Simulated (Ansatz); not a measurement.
Molecular dynamics, with input and output: GaN2H5 (part 3 of 5)

The same run, continued: GaN2H5; RHF/def2-SVP (Ansatz 0.2.0). It belongs to a series of runs on one base structure; here: dynamics from the highest image of the converged band.

Geometry of the input (Å):
```
Ga -0.2331  0.0792  0.5967
H  1.1032  -0.3540  1.4648
N  1.7108  0.0518  0.1170
H  2.2332  -0.4528  -0.5878
H  2.2599  0.8335  0.4395
N  -1.3546  -0.0546  -0.8286
H  -2.3496  -0.1477  -0.7721
H  -1.0509  0.0446  -1.7790
```

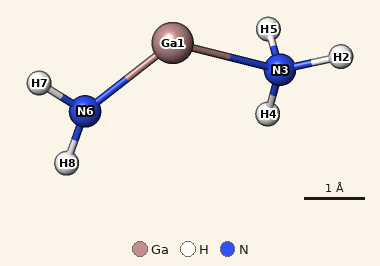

The geometry at step 43 of the log (ball-and-stick view, seen at a tilt; atoms are numbered from 1 in the order of the input).

Trajectory as extended XYZ, continued
```
8
Properties=species:S:1:pos:R:3:forces:R:3 step=11 time_fs=5.5 energy=-55365.55790 temperature=933.2
Ga   -0.2304    0.0785    0.5923   -3.0848   0.5885   1.0686
H     1.2995   -0.4244    1.2710    2.4862   0.7954  -2.6399
N     1.7024    0.0582    0.1500    1.1619   0.0261   2.3357
H     2.2262   -0.4844   -0.5232    0.0275  -0.3868   0.1127
H     2.2748    0.8876    0.4068   -0.8884  -0.9864  -0.1718
N    -1.3699   -0.0558   -0.8327   -0.7712   0.0400   0.6609
H    -2.3890   -0.0184   -0.7123    1.2078  -0.1005  -0.3321
H    -1.0752   -0.0567   -1.7733   -0.1389   0.0237  -1.0341
8
Properties=species:S:1:pos:R:3:forces:R:3 step=13 time_fs=6.5 energy=-55366.04799 temperature=1562.0
Ga   -0.2308    0.0785    0.5918   -3.7988   0.7721   1.4006
H     1.3849   -0.4209    1.1827    2.8421   0.8341  -2.8100
N     1.7017    0.0577    0.1585    1.6690   0.0868   2.4699
H     2.2227   -0.4970   -0.5070    0.0315  -0.3638   0.1504
H     2.2745    0.9007    0.4067   -1.0764  -1.2627  -0.2831
N    -1.3717   -0.0559   -0.8340   -0.9690   0.0758   0.8337
H    -2.3929    0.0029   -0.7081    1.3548  -0.1411  -0.3149
H    -1.0909   -0.0753   -1.7714   -0.0531  -0.0012  -1.4467
8
Properties=species:S:1:pos:R:3:forces:R:3 step=15 time_fs=7.5 energy=-55366.62930 temperature=2289.7
Ga   -0.2317    0.0786    0.5915   -4.0389   0.8135   1.7178
H     1.4969   -0.4100    1.0688    2.1311  -0.1404  -0.5786
N     1.7022    0.0573    0.1686    2.4800   0.5709   0.1202
H     2.2194   -0.5129   -0.4894   -0.0076  -0.1310   0.1141
H     2.2642    0.9019    0.4040   -0.9021  -1.0311  -0.3003
N    -1.3740   -0.0559   -0.8348   -0.4389   0.0683   0.2202
H    -2.3841    0.0229   -0.7068    0.9236  -0.1414  -0.2184
H    -1.1072   -0.0939   -1.7828   -0.1472  -0.0088  -1.0750
8
Properties=species:S:1:pos:R:3:forces:R:3 step=17 time_fs=8.5 energy=-55366.55203 temperature=2191.0
Ga   -0.2332    0.0788    0.5915   -3.7300   0.6900   1.9719
H     1.6286   -0.4021    0.9524    0.7231  -3.6803   6.1909
N     1.7043    0.0573    0.1785    3.0440   3.0878  -6.5689
H     2.2161   -0.5300   -0.4709    0.0076   0.2657  -0.2222
H     2.2454    0.8936    0.3984   -0.3821  -0.2851  -0.2581
N    -1.3767   -0.0559   -0.8355    0.6057  -0.0286  -0.8647
H    -2.3668    0.0415   -0.7075    0.0438  -0.0772  -0.0574
H    -1.1249   -0.1125   -1.8042   -0.3121   0.0278  -0.1913
8
Properties=species:S:1:pos:R:3:forces:R:3 step=19 time_fs=9.5 energy=-55366.26492 temperature=1857.1
Ga   -0.2352    0.0792    0.5917   -3.2621   0.5442   2.1554
H     1.7687   -0.4291    0.8938    0.9570  -5.8581   9.7083
N     1.7085    0.0595    0.1841    1.4553   3.8606  -9.6565
H     2.2130   -0.5445   -0.4548    0.1051   0.6672  -0.9320
H     2.2231    0.8828    0.3904    0.3817   0.8656  -0.1694
N    -1.3789   -0.0559   -0.8367    1.6801  -0.2039  -1.8951
H    -2.3491    0.0594   -0.7088   -0.9075   0.0362   0.1286
H    -1.1456   -0.1308   -1.8274   -0.4095   0.0881   0.6608
8
Properties=species:S:1:pos:R:3:forces:R:3 step=22 time_fs=11.0 energy=-55366.82994 temperature=2546.7
Ga   -0.2390    0.0798    0.5926   -2.8281   0.4481   2.3330
H     1.9924   -0.5536    0.9510   -0.8325   1.0556   0.6432
N     1.7166    0.0659    0.1822    1.9873  -4.4536  -0.1218
H     2.2102   -0.5535   -0.4492    0.1045   1.0673  -1.6997
H     2.1986    0.8851    0.3757    1.1609   1.9969  -0.0569
N    -1.3800   -0.0562   -0.8411    1.9841  -0.3804  -2.5452
H    -2.3398    0.0872   -0.7080   -1.2535   0.1249   0.2879
H    -1.1838   -0.1566   -1.8494   -0.3227   0.1413   1.1594
8
Properties=species:S:1:pos:R:3:forces:R:3 step=24 time_fs=12.0 energy=-55366.46792 temperature=2097.2
Ga   -0.2421    0.0803    0.5936   -2.6407   0.4183   2.3768
H     2.1353   -0.6356    1.0117   -2.2594   3.3125  -2.1103
N     1.7236    0.0674    0.1797    3.6272  -6.1385   2.6217
H     2.2097   -0.5473   -0.4647   -0.0157   1.1937  -1.6307
H     2.1949    0.9088    0.3649    0.8635   1.3515  -0.1772
N    -1.3790   -0.0567   -0.8462    1.0904  -0.2865  -2.1974
H    -2.3482    0.1071   -0.7043   -0.5237   0.0368   0.2565
H    -1.2132   -0.1722   -1.8508   -0.1415   0.1122   0.8606
8
Properties=species:S:1:pos:R:3:forces:R:3 step=26 time_fs=13.0 energy=-55366.03363 temperature=1543.0
Ga   -0.2455    0.0809    0.5949   -2.4721   0.3936   2.3506
H     2.2571   -0.6870    1.0533   -2.9485   3.8738  -2.9573
N     1.7331    0.0647    0.1789    4.9482  -5.3463   3.3606
H     2.2090   -0.5296   -0.4958   -0.1397   1.2297  -1.3267
H     2.1992    0.9450    0.3525    0.1702  -0.0002  -0.3943
N    -1.3774   -0.0575   -0.8527   -0.0773  -0.0464  -1.3446
H    -2.3615    0.1273   -0.6982    0.4454  -0.1230   0.1630
H    -1.2440   -0.1868   -1.8443    0.0738   0.0187   0.1487
8
Properties=species:S:1:pos:R:3:forces:R:3 step=28 time_fs=14.0 energy=-55365.81740 temperature=1266.8
Ga   -0.2493    0.0815    0.5965   -2.3040   0.3686   2.2619
H     2.3508   -0.7015    1.0669   -3.2938   3.8792  -3.2298
N     1.7460    0.0584    0.1804    5.8399  -4.0690   3.3618
H     2.2069   -0.5003   -0.5394   -0.2591   1.2004  -0.9192
H     2.2052    0.9812    0.3362   -0.4464  -1.2269  -0.5215
N    -1.3757   -0.0582   -0.8602   -0.9354   0.2270  -0.3318
H    -2.3706    0.1463   -0.6905    1.1464  -0.2638   0.0716
H    -1.2741   -0.2012   -1.8364    0.2523  -0.1155  -0.6929
8
Properties=species:S:1:pos:R:3:forces:R:3 step=30 time_fs=15.0 energy=-55365.95184 temperature=1441.3
Ga   -0.2533    0.0821    0.5985   -2.1302   0.3387   2.1308
H     2.4131   -0.6791    1.0497   -3.4820   3.6734  -3.3050
N     1.7628    0.0492    0.1842    6.2954  -3.0655   2.9329
H     2.2024   -0.4595   -0.5919   -0.3832   1.1103  -0.4227
H     2.2072    1.0061    0.3152   -0.7889  -1.9134  -0.4876
N    -1.3747   -0.0588   -0.8679   -1.2059   0.3975   0.3172
H    -2.3691    0.1629   -0.6820    1.3532  -0.3225   0.0237
H    -1.3019   -0.2167   -1.8349    0.3417  -0.2186  -1.1892
8
Properties=species:S:1:pos:R:3:forces:R:3 step=32 time_fs=16.0 energy=-55366.47902 temperature=2117.1
Ga   -0.2577    0.0829    0.6007   -1.9543   0.3016   1.9804
H     2.4422   -0.6216    1.0010   -3.4247   3.1729  -3.1003
N     1.7840    0.0379    0.1900    6.2217  -2.3017   1.9991
H     2.1942   -0.4081   -0.6483   -0.4958   0.9278   0.1656
H     2.2017    1.0130    0.2895   -0.8637  -1.9738  -0.3147
N    -1.3745   -0.0591   -0.8755   -0.8645   0.3508   0.2218
H    -2.3550    0.1764   -0.6733    1.0337  -0.2681   0.0411
H    -1.3264   -0.2342   -1.8444    0.3476  -0.2097  -0.9931
8
Properties=species:S:1:pos:R:3:forces:R:3 step=34 time_fs=17.0 energy=-55367.19226 temperature=3020.6
Ga   -0.2624    0.0836    0.6033   -1.7887   0.2581   1.8290
H     2.4390   -0.5343    0.9232   -2.4819   1.8105  -1.9286
N     1.8095    0.0251    0.1971    5.0093  -1.1758  -0.0389
H     2.1813   -0.3480   -0.7031   -0.5502   0.6007   0.8040
H     2.1881    1.0014    0.2608   -0.7338  -1.3874  -0.0568
N    -1.3748   -0.0592   -0.8829   -0.0483   0.0729  -0.4869
H    -2.3312    0.1874   -0.6642    0.2780  -0.0988   0.1287
H    -1.3476   -0.2536   -1.8631    0.3155  -0.0803  -0.2505
8
Properties=species:S:1:pos:R:3:forces:R:3 step=37 time_fs=18.5 energy=-55366.93758 temperature=2677.1
Ga   -0.2698    0.0848    0.6075   -1.5938   0.1894   1.6224
H     2.4029   -0.3829    0.7860    4.9750  -4.4103   5.8030
N     1.8530    0.0050    0.2065   -3.2047   3.9278  -8.9327
H     2.1523   -0.2486   -0.7691   -0.3888  -0.2137   1.6038
H     2.1553    0.9633    0.2177   -0.3734   0.5855   0.3404
N    -1.3752   -0.0593   -0.8948    1.3243  -0.4804  -1.5993
H    -2.2934    0.2030   -0.6478   -0.9934   0.2300   0.2908
H    -1.3739   -0.2837   -1.8930    0.2548   0.1717   0.8715
8
Properties=species:S:1:pos:R:3:forces:R:3 step=39 time_fs=19.5 energy=-55366.18785 temperature=1773.3
Ga   -0.2750    0.0856    0.6106   -1.4947   0.1466   1.4767
H     2.4257   -0.3237    0.7505    9.6958  -6.8419   9.7695
N     1.8803   -0.0057    0.2062   -8.5488   5.6342 -13.1445
H     2.1282   -0.1838   -0.7952   -0.0478  -0.8849   1.6493
H     2.1284    0.9419    0.1925   -0.2051   2.0108   0.5734
N    -1.3744   -0.0597   -0.9040    1.6177  -0.6197  -1.7196
H    -2.2782    0.2156   -0.6337   -1.2265   0.2938   0.2451
H    -1.3883   -0.3020   -1.9042    0.2092   0.2610   1.1501
8
Properties=species:S:1:pos:R:3:forces:R:3 step=41 time_fs=20.5 energy=-55367.03456 temperature=2793.9
Ga   -0.2805    0.0865    0.6140   -1.3952   0.0993   1.2952
H     2.5330   -0.3252    0.8004    3.4680  -2.7207   2.9215
N     1.9022   -0.0128    0.1975   -2.9566   1.6675  -5.8574
H     2.1037   -0.1274   -0.8059    0.4385  -1.4834   0.9737
H     2.0996    0.9393    0.1728   -0.1547   2.4863   0.8664
N    -1.3726   -0.0606   -0.9144    1.1951  -0.4149  -1.1132
H    -2.2743    0.2308   -0.6174   -0.7506   0.1331  -0.0214
H    -1.4007   -0.3180   -1.9046    0.1556   0.2327   0.9353
8
Properties=species:S:1:pos:R:3:forces:R:3 step=43 time_fs=21.5 energy=-55367.10442 temperature=2903.5
Ga   -0.2861    0.0874    0.6175   -1.2943   0.0432   1.0900
H     2.6750   -0.3540    0.8800   -1.8248   0.1969  -2.3832
N     1.9220   -0.0186    0.1846    1.7697   0.1388   0.3236
H     2.0834   -0.0850   -0.8076    0.9268  -1.8589  -0.1443
H     2.0691    0.9595    0.1614   -0.1725   1.5102   1.1794
N    -1.3700   -0.0617   -0.9255    0.4603   0.0480   0.0599
H    -2.2773    0.2473   -0.6013    0.0493  -0.1540  -0.4136
H    -1.4117   -0.3317   -1.8964    0.0855   0.0758   0.2883
8
Properties=species:S:1:pos:R:3:forces:R:3 step=45 time_fs=22.5 energy=-55366.50663 temperature=2151.0
Ga   -0.2919    0.0882    0.6211   -1.2034  -0.0168   0.8766
H     2.8016   -0.3820    0.9390   -3.6683   1.2086  -4.1164
N     1.9429   -0.0242    0.1718    3.1239   0.9277   2.9159
H     2.0718   -0.0603   -0.8106    1.2690  -1.9335  -1.0538
H     2.0371    0.9937    0.1612   -0.1116  -0.1771   1.3074
N    -1.3670   -0.0628   -0.9365   -0.1075   0.5602   1.3673
H    -2.2800    0.2623   -0.5892    0.6956  -0.4082  -0.7603
H    -1.4218   -0.3448   -1.8855    0.0024  -0.1609  -0.5366
8
Properties=species:S:1:pos:R:3:forces:R:3 step=47 time_fs=23.5 energy=-55366.03310 temperature=1546.5
Ga   -0.2979    0.0891    0.6249   -1.1258  -0.0753   0.6707
H     2.8938   -0.3989    0.9593   -4.2045   1.5342  -4.4930
N     1.9659   -0.0292    0.1609    3.2614   1.9090   3.5896
H     2.0723   -0.0539   -0.8231    1.3879  -1.7507  -1.1455
H     2.0041    1.0264    0.1734    0.0970  -1.6307   1.1794
N    -1.3641   -0.0635   -0.9467   -0.2945   0.8842   2.2168
H    -2.2763    0.2735   -0.5843    0.9391  -0.5262  -0.9419
H    -1.4319   -0.3594   -1.8795   -0.0606  -0.3444  -1.0760
8
Properties=species:S:1:pos:R:3:forces:R:3 step=49 time_fs=24.5 energy=-55365.99417 temperature=1496.4
Ga   -0.3040    0.0900    0.6288   -1.0642  -0.1289   0.4887
H     2.9460   -0.4012    0.9369   -4.3573   1.6357  -4.4167
N     1.9912   -0.0329    0.1524    3.1506   2.3173   3.1269
H     2.0860   -0.0642   -0.8460    1.3069  -1.4051  -0.3809
H     1.9721    1.0439    0.1967    0.3903  -2.4546   0.8713
N    -1.3614   -0.0636   -0.9553   -0.0958   0.8339   2.1691
H    -2.2638    0.2797   -0.5882    0.7220  -0.4672  -0.9102
H    -1.4425   -0.3772   -1.8835   -0.0524  -0.3309  -0.9482
8
Properties=species:S:1:pos:R:3:forces:R:3 step=52 time_fs=26.0 energy=-55366.73043 temperature=2437.9
Ga   -0.3135    0.0912    0.6347   -1.0174  -0.1970   0.2667
H     2.9466   -0.3755    0.8255   -3.8920   1.4329  -3.5341
N     2.0331   -0.0355    0.1435    2.6649   1.7823   1.3402
H     2.1291   -0.1034   -0.8837    0.9196  -0.6962   1.1847
H     1.9319    1.0262    0.2461    0.7696  -2.3869   0.2965
N    -1.3573   -0.0628   -0.9657    0.7615   0.1048   0.7814
H    -2.2344    0.2816   -0.6096   -0.3215  -0.0691  -0.5029
H    -1.4590   -0.4090   -1.9039    0.1154   0.0293   0.1675
8
Properties=species:S:1:pos:R:3:forces:R:3 step=54 time_fs=27.0 energy=-55367.35105 temperature=3217.7
Ga   -0.3200    0.0920    0.6387   -1.0298  -0.2317   0.1394
H     2.9004   -0.3413    0.7082   -1.6670   0.5458  -1.4662
N     2.0633   -0.0357    0.1388    0.8057   1.1832  -0.9435
H     2.1694   -0.1389   -0.8970    0.5180  -0.1483   1.7687
H     1.9138    0.9858    0.2834    0.8252  -1.4295  -0.0226
N    -1.3540   -0.0622   -0.9718    1.3981  -0.4670  -0.1784
H    -2.2171    0.2814   -0.6305   -1.1187   0.2665  -0.1544
H    -1.4689   -0.4304   -1.9172    0.2684   0.2810   0.8570
8
Properties=species:S:1:pos:R:3:forces:R:3 step=56 time_fs=28.0 energy=-55367.17101 temperature=2971.9
Ga   -0.3266    0.0928    0.6427   -1.0752  -0.2549   0.0161
H     2.8412   -0.3028    0.5785    5.1914  -1.9864   3.2748
N     2.0939   -0.0349    0.1335   -5.3055   1.5562  -5.3797
H     2.2145   -0.1757   -0.8937    0.0238   0.3946   1.6509
H     1.9034    0.9321    0.3206    0.6181   0.1984  -0.1619
N    -1.3498   -0.0618   -0.9780    1.6062  -0.7414  -0.5783
H    -2.2103    0.2836   -0.6529   -1.4551   0.4414   0.0344
H    -1.4762   -0.4492   -1.9225    0.3964   0.3921   1.1438
8
Properties=species:S:1:pos:R:3:forces:R:3 step=58 time_fs=29.0 energy=-55366.33272 temperature=1957.7
Ga   -0.3334    0.0935    0.6468   -1.1216  -0.2685  -0.1111
H     2.8330   -0.2837    0.4802   12.4508  -4.4662   7.1256
N     2.1207   -0.0331    0.1244  -11.6354   1.7924  -8.2824
H     2.2599   -0.2089   -0.8752   -0.4847   0.8356   0.6640
H     1.8988    0.8804    0.3564    0.2397   2.0064  -0.0713
N    -1.3444   -0.0619   -0.9846    1.1421  -0.5450  -0.2582
H    -2.2168    0.2900   -0.6752   -1.0595   0.3367  -0.0237
H    -1.4797   -0.4643   -1.9172    0.4686   0.3086   0.9570
8
Properties=species:S:1:pos:R:3:forces:R:3 step=60 time_fs=30.0 energy=-55366.92945 temperature=2665.5
Ga   -0.3403    0.0942    0.6508   -1.1332  -0.2791  -0.2393
H     2.9335   -0.3035    0.4447    5.8747  -1.9503   3.8546
N     2.1403   -0.0303    0.1100   -4.5669  -1.8708  -3.4054
H     2.3008   -0.2341   -0.8507   -0.7890   1.0502  -0.9766
H     1.8966    0.8474    0.3916    0.0590   2.9441   0.0199
N    -1.3384   -0.0623   -0.9913    0.2708   0.0285   0.5912
H    -2.2333    0.2994   -0.6978   -0.1888   0.0437  -0.2109
H    -1.4789   -0.4767   -1.9029    0.4735   0.0337   0.3664
8
Properties=species:S:1:pos:R:3:forces:R:3 step=62 time_fs=31.0 energy=-55367.09816 temperature=2893.6
Ga   -0.3474    0.0949    0.6547   -1.1127  -0.2865  -0.3587
H     3.0905   -0.3422    0.4467   -1.7887   0.8015   0.6944
N     2.1566   -0.0287    0.0933    2.7071  -3.8512   1.5932
H     2.3343   -0.2495   -0.8355   -0.7599   1.0505  -2.4117
H     1.8953    0.8415    0.4266    0.3944   2.1764  -0.3248
N    -1.3321   -0.0628   -0.9976   -0.5335   0.7054   1.5616
H    -2.2516    0.3092   -0.7224    0.6623  -0.2454  -0.3569
H    -1.4735   -0.4887   -1.8853    0.4311  -0.3508  -0.3971
8
Properties=species:S:1:pos:R:3:forces:R:3 step=65 time_fs=32.5 energy=-55366.32884 temperature=1925.2
Ga   -0.3583    0.0958    0.6606   -1.0343  -0.2857  -0.4957
H     3.2895   -0.3846    0.4602   -5.1952   1.9102  -0.7834
N     2.1848   -0.0309    0.0706    5.0687  -2.6834   4.1703
H     2.3715   -0.2535   -0.8560   -0.6291   1.1938  -2.3532
H     1.9025    0.8659    0.4708    1.2329  -0.2476  -1.4036
N    -1.3235   -0.0624   -1.0050   -1.1125   1.2376   2.2010
H    -2.2658    0.3192   -0.7657    1.2514  -0.4179  -0.3552
H    -1.4577   -0.5140   -1.8674    0.4181  -0.7072  -0.9803
8
Properties=species:S:1:pos:R:3:forces:R:3 step=67 time_fs=33.5 energy=-55366.08901 temperature=1617.8
Ga   -0.3658    0.0964    0.6644   -0.9543  -0.2772  -0.5435
H     3.3635   -0.3911    0.4614   -5.5907   1.9531  -1.0993
N     2.2078   -0.0349    0.0588    5.2040  -1.9865   3.5548
H     2.3885   -0.2422   -0.8982   -0.7143   1.4568  -0.9104
H     1.9207    0.8828    0.4851    1.5115  -1.2604  -1.8751
N    -1.3186   -0.0612   -1.0080   -1.0203   0.9762   1.7156
H    -2.2612    0.3211   -0.7988    1.0643  -0.3126  -0.2281
H    -1.4422   -0.5388   -1.8664    0.4997  -0.5494  -0.6141
8
Properties=species:S:1:pos:R:3:forces:R:3 step=69 time_fs=34.5 energy=-55366.25122 temperature=1826.3
Ga   -0.3734    0.0969    0.6682   -0.8707  -0.2637  -0.5546
H     3.3843   -0.3790    0.4523   -5.5549   1.8234  -1.2591
N     2.2343   -0.0402    0.0495    5.1951  -1.6681   2.2423
H     2.3987   -0.2170   -0.9489   -0.7804   1.5742   0.6781
H     1.9533    0.8881    0.4817    1.4858  -1.5806  -1.9645
N    -1.3145   -0.0593   -1.0099   -0.5162   0.3006   0.7914
H    -2.2466    0.3201   -0.8340    0.4464  -0.0441  -0.0539
H    -1.4219   -0.5687   -1.8710    0.5948  -0.1416   0.1203
8
Properties=species:S:1:pos:R:3:forces:R:3 step=71 time_fs=35.5 energy=-55366.77809 temperature=2501.2
Ga   -0.3811    0.0974    0.6719   -0.7986  -0.2444  -0.5392
H     3.3522   -0.3496    0.4311   -4.9332   1.4685  -1.2314
N     2.2645   -0.0467    0.0417    4.7594  -1.4841   0.8028
H     2.4016   -0.1769   -0.9935   -0.7073   1.4049   1.8098
H     1.9999    0.8785    0.4597    1.1712  -1.2578  -1.6694
N    -1.3106   -0.0572   -1.0113    0.2919  -0.4938  -0.0698
H    -2.2279    0.3187   -0.8698   -0.4116   0.3124   0.0974
H    -1.3959   -0.5999   -1.8745    0.6282   0.2943   0.7998
8
Properties=species:S:1:pos:R:3:forces:R:3 step=73 time_fs=36.5 energy=-55367.42902 temperature=3322.9
Ga   -0.3890    0.0978    0.6755   -0.7438  -0.2178  -0.5113
H     3.2738   -0.3064    0.3985   -2.5000   0.5486  -0.6005
N     2.2978   -0.0542    0.0344    2.6449  -1.1186  -0.9810
H     2.3977   -0.1235   -1.0211   -0.4746   0.9641   2.3091
H     2.0576    0.8574    0.4219    0.5735  -0.2832  -1.0084
N    -1.3066   -0.0554   -1.0127    1.0079  -1.0555  -0.5139
H    -2.2130    0.3203   -0.9048   -1.0828   0.5847   0.1509
H    -1.3640   -0.6284   -1.8705    0.5749   0.5777   1.1551
8
Properties=species:S:1:pos:R:3:forces:R:3 step=75 time_fs=37.5 energy=-55367.44823 temperature=3327.8
Ga   -0.3969    0.0983    0.6790   -0.7042  -0.1842  -0.4822
H     3.1744   -0.2587    0.3612    4.5582  -1.5115   1.7883
N     2.3328   -0.0624    0.0264   -4.0466   0.0828  -4.0998
H     2.3894   -0.0610   -1.0270   -0.0955   0.3342   2.1441
H     2.1206    0.8338    0.3747   -0.2122   1.1830  -0.1078
N    -1.3019   -0.0544   -1.0144    1.1546  -1.0997  -0.4329
H    -2.2081    0.3273   -0.9383   -1.1092   0.5790   0.0882
H    -1.3266   -0.6515   -1.8558    0.4549   0.6164   1.1022
```
